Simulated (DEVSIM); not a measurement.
System: W/SiO2/p-GaSb capacitor, at 400 K.

```csv
layer (left to right),material,thickness (nm),Na (cm⁻³)
1,SiO2,9.60,-
2,GaSb,13000,2.2e15
```

Metal gate on the left, work function 4.6 eV. Fixed charge at the semiconductor interface 0 cm⁻² (in units of +e); interface traps 1e10 cm⁻² eV⁻¹, uniform in energy, neutral level at 0.3 of the gap above the valence band.

This is a model device: material constants are rounded textbook-type values typed into the input, and sizes, dopings and lifetimes were drawn at random. Values at 300 K; Nc and Nv go as T^1.5, mobilities as T to minus their exponent, the gap by Varshni's rule with the affinity fixed.

```
parameter         SiO2     GaSb
----------------  ----  -------
gap (eV)             9    0.726
affinity (eV)      0.9     4.06
permittivity       3.9     15.7
Nc (cm⁻³)            -   2.1e17
Nv (cm⁻³)            -   1.8e19
Varshni α (eV/K)     -  0.00042
Varshni β (K)        -      140
```

Simulated with DEVSIM: 1D Poisson equation in equilibrium, Boltzmann statistics, complete ionisation; no quantum confinement or tunnelling. Metal contacts follow the ideal Schottky-Mott rule: no Fermi-level pinning, no interface dipoles.

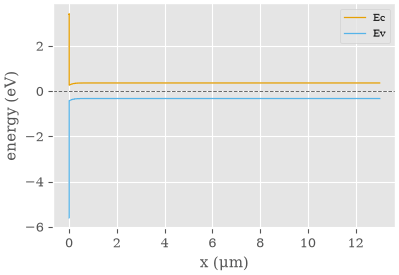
Figure. Band edges at 0.3 V on the gate

Energies count from the Fermi level of the right contact; mesh points crowd at the junctions.

```
x (μm)    Ec (eV)  Ev (eV)  n (cm⁻³)  p (cm⁻³)  field (V/cm)
--------  -------  -------  --------  --------  ------------
0.000       3.400   -5.600     < 1e2     < 1e2         25000
0.001535    3.404   -5.596     < 1e2     < 1e2         25000
0.004594    3.411   -5.589     < 1e2     < 1e2         25000
0.007795    3.419   -5.581     < 1e2     < 1e2         25000
0.009814    0.264   -0.424    1.5e14    1.3e14          5900
0.01187     0.265   -0.422    1.5e14    1.3e14          5800
0.01701     0.268   -0.419    1.4e14    1.4e14          5700
0.03748     0.279   -0.408    9.8e13    2.0e14          5200
0.08096     0.299   -0.388    5.5e13    3.6e14          4200
0.1895      0.333   -0.354    2.0e13    9.6e14          2200
0.4607      0.359   -0.328    9.7e12    2.0e15           270
1.593       0.362   -0.325    8.8e12    2.2e15           ≈ 0
3.966       0.362   -0.325    8.8e12    2.2e15           ≈ 0
8.682       0.362   -0.325    8.8e12    2.2e15           ≈ 0
11.73       0.362   -0.325    8.8e12    2.2e15           ≈ 0
12.50       0.362   -0.325    8.8e12    2.2e15           ≈ 0
12.81       0.362   -0.325    8.8e12    2.2e15           ≈ 0
12.93       0.362   -0.325    8.8e12    2.2e15           ≈ 0
12.99       0.362   -0.325    8.8e12    2.2e15           ≈ 0
13.00       0.362   -0.325    8.8e12    2.2e15           ≈ 0
13.01       0.362   -0.325    8.8e12    2.2e15           ≈ 0
13.01       0.362   -0.325    8.8e12    2.2e15           ≈ 0
```
